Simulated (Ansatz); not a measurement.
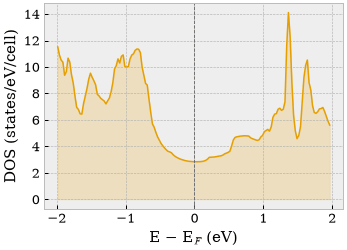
Figure. Density of states of NbIr₃ (P6_3/mmc) near the Fermi level, Ansatz (an electronic-structure program) with PBEsol, rigid bands.

**Question.** With 8 atoms a cell, what bare Sommerfeld coefficient γ = (π²/3) k_B² N(E_F) follows?

**Answer.** N(E_F) ≈ 2.9 states/eV a cell at 300 K, so γ ≈ 0.84 mJ/(mol of atoms·K²), before many-body enhancement (phonons, spin fluctuations, correlation).

**Question.** How far does the Fermi level move in a rigid band for 0.1 electron a cell added or removed?

**Answer.** 35 meV and -35 meV.

A metal at this level (no band gap); rigid bands, thermally averaged at 300 K, both spins. Spin-orbit coupling is left out, which matters with elements this heavy. Geometry: cell and atoms relaxed with PBEsol.

Computed structure with no diffraction record at hand here (it may be known, metastable or hypothetical): NbIr3 (P6_3/mmc).
